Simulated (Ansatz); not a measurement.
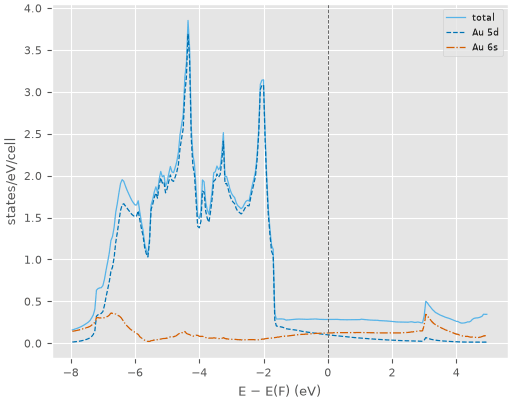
Fig. 1. Total and projected density of states of Au (fcc (Cu type), Fm-3m), the program Ansatz at the PBE+D3(BJ) level (PAW)

Q: Which orbitals carry the states next to the Fermi level?

A: Within 0.5 eV of the Fermi level: Au 6s 43 %, Au 5d 36 %, outside the projected shells 21 %. Projections are on Löwdin-orthogonalised atomic valence shells; empty p or d shells of many metals are not among them.

Q: Where is the tallest occupied peak in this window, and what makes it?

A: Near -4.3 eV, about 3.9 states/eV per cell; the largest projected share is Au 5d.

The PBE+D3(BJ) relaxation kept the symmetry of its start. The pairwise dispersion correction was not fitted to metals. Spin–orbit coupling is left out wherever it is not named.

Potentials: the earlier of the program's two PAW sets.
